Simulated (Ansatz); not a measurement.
# Two runs on F$_{4}$

System: F$_{4}$.
Method of run A: RKS B3LYP-D4/def2-TZVPD (Ansatz 0.2.0).

Text and figures count atoms from 1; the logs count them from 0 in places.

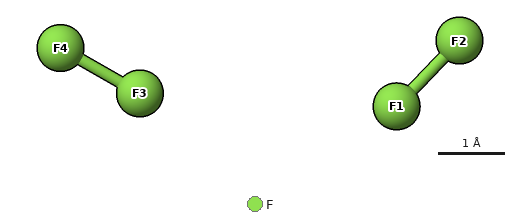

Fig. 1: The input geometry (ball-and-stick view, seen on its broad side; atoms are numbered from 1 in the order of the input).

The input, run A:
```yaml
crystal:
  periodic: [false, false, false]
  atoms:
    - { symbol: F, position_ang: [0.861966, -0.551466, -2.596098] }
    - { symbol: F, position_ang: [1.966823, -1.182861, -3.170529] }
    - { symbol: F, position_ang: [-0.084813, 0.079034, 1.173675] }
    - { symbol: F, position_ang: [0.14656, -0.012728, 2.548232] }
basis:
  gaussian: { orbitals: def2-TZVPD }
hamiltonian:
  xc: { name: B3LYP }
  dispersion: d4
output:
  forces: true
```

Command:
```bash
ansatz run input.yaml --threads 1 --pin off --max-ram 2560MiB --backend cpu --events-out ev --progress --plain --runs-dir out
```

Hardware: 1 thread of Arm Neoverse V1, 24 GiB of memory available, shared host.

Output (run A):
```
Engine: ansatz 0.2.0, aarch64-unknown-linux-gnu
Functional definition: B3LYP
  parameter a0 = 0.2
  parameter ax = 0.72
  parameter ac = 0.81
  exchange = (1 - a0 - ax)*slater_x + ax*b88_x + a0*exact_x
  correlation = (1 - ac)*vwn_rpa_c + ac*lyp_c
788 factors; their error is unknown
mean field evaluation 1: about -10862.2718 eV, gradient 2.3e1 eV
mean field evaluation 2: about -10862.6506 eV, gradient 1.2e1 eV
mean field evaluation 4: about -10862.8087 eV, gradient 7.1e-1 eV
mean field evaluation 8: about -10862.8247 eV, gradient 1.0e-1 eV
mean field -10862.82467861 eV, -399.2014438518 hartree, gradient 2.5e-5 eV, S^2 0.000000; 0 other end points of the search recorded, 0 dependent functions left out
the calculation of the forces begins
reference -10862.82497223 eV, -399.2014546421 hartree; 18, 18 occupied and 142, 142 virtual orbitals, 788 factors
Total energy: -10862.84440941 eV, -399.2021689455 hartree
Atom 0 at     0.861966    -0.551466    -2.596098 Å, force     0.000292    -0.000193    -0.001145 eV/Å
Atom 1 at     1.966823    -1.182861    -3.170529 Å, force    -0.001304     0.000792     0.002442 eV/Å
Atom 2 at    -0.084813     0.079034     1.173675 Å, force     0.006190    -0.002728     0.026704 eV/Å
Atom 3 at     0.146560    -0.012728     2.548232 Å, force    -0.005178     0.002128    -0.028000 eV/Å
Dipole moment:     0.001531    -0.000867    -0.000482 e Å
```

For run B the input was changed thus:
```diff
-    - { symbol: F, position_ang: [0.861966, -0.551466, -2.596098] }
-    - { symbol: F, position_ang: [1.966823, -1.182861, -3.170529] }
+    - { symbol: F, position_ang: [-0.579968, 0.281183, -1.555412] }
+    - { symbol: F, position_ang: [0.524889, -0.350212, -2.129843] }
```

How does run B compare with run A?

On the same kind of shared host run B took about 190 times as long.

Output (run B):
```
Engine: ansatz 0.2.0, aarch64-unknown-linux-gnu
Functional definition: B3LYP
  parameter a0 = 0.2
  parameter ax = 0.72
  parameter ac = 0.81
  exchange = (1 - a0 - ax)*slater_x + ax*b88_x + a0*exact_x
  correlation = (1 - ac)*vwn_rpa_c + ac*lyp_c
788 factors; their error is unknown
mean field evaluation 1: about -10862.2733 eV, gradient 2.3e1 eV
mean field evaluation 2: about -10862.6534 eV, gradient 1.2e1 eV
mean field evaluation 4: about -10862.8095 eV, gradient 1.3e0 eV
mean field evaluation 8: about -10862.8271 eV, gradient 6.6e-2 eV
mean field -10862.82714573 eV, -399.2015345169 hartree, gradient 3.9e-5 eV, S^2 0.000000; 0 other end points of the search recorded, 0 dependent functions left out
the calculation of the forces begins
reference -10862.82741181 eV, -399.2015442951 hartree; 18, 18 occupied and 142, 142 virtual orbitals, 788 factors
Total energy: -10862.85611887 eV, -399.2025992600 hartree
Atom 0 at    -0.579968     0.281183    -1.555412 Å, force     0.000565    -0.000384    -0.002602 eV/Å
Atom 1 at     0.524889    -0.350212    -2.129843 Å, force    -0.000885     0.000501     0.000319 eV/Å
Atom 2 at    -0.084813     0.079034     1.173675 Å, force     0.000018     0.000015     0.000915 eV/Å
Atom 3 at     0.146560    -0.012728     2.548232 Å, force     0.000303    -0.000132     0.001368 eV/Å
Dipole moment:     0.001318    -0.001061    -0.012050 e Å
```

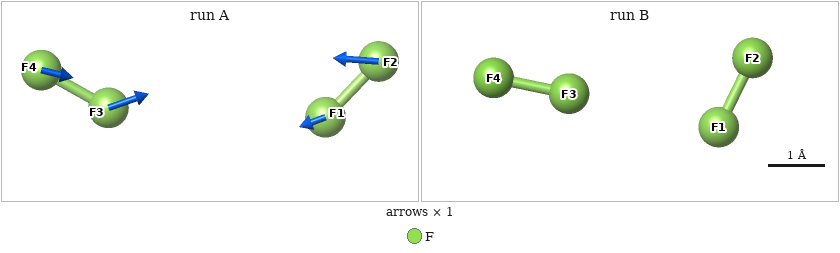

Fig. 2: The two input geometries at one scale (ball-and-stick view, seen on its broad side). The blue arrows on the first give the shifts of the atoms after the best rigid fit, at true length. The atom that moves furthest after the best rigid fit is F2 (0.84 Å).

The two runs side by side:

| quantity | run A | run B |
| --- | --- | --- |
| outcome | converged | converged |
| total energy (hartree) | −399.202169 | – |
| largest force (eV/Å) | 0.029 | – |
| basis functions | 160 | – |
| wall time (shared host) | 3.5 s | 11 min |
